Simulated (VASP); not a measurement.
Band structure of AuAl₂ (fluorite). Method: MS2 meta-GGA, VASP's PBE PAW potentials (set 64) (plane waves; VASP 6.6.1).

Unless said otherwise, spin-orbit coupling is left out, though it shifts the bands of the heavy elements here.

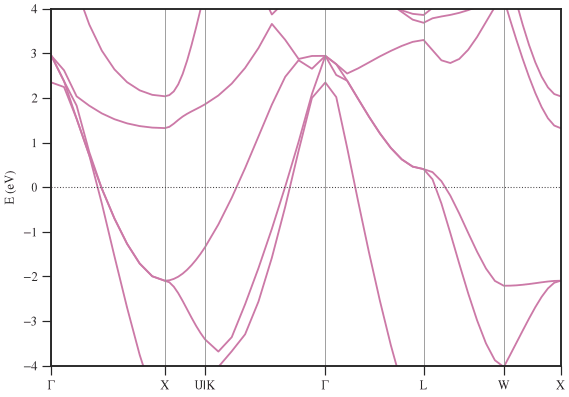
Fig. 1. Bands along high-symmetry lines, zero at the valence-band maximum or, without a gap, the Fermi level

Question: Read the plot: is there a gap, and where are the band edges?

Answer: It has no gap at this level: it comes out as a metal or semimetal.

The compound is AuAl2 in the fluorite structure. The cell was not relaxed at this level. The electron count is odd and the run is not spin-polarised, which forces a metal.
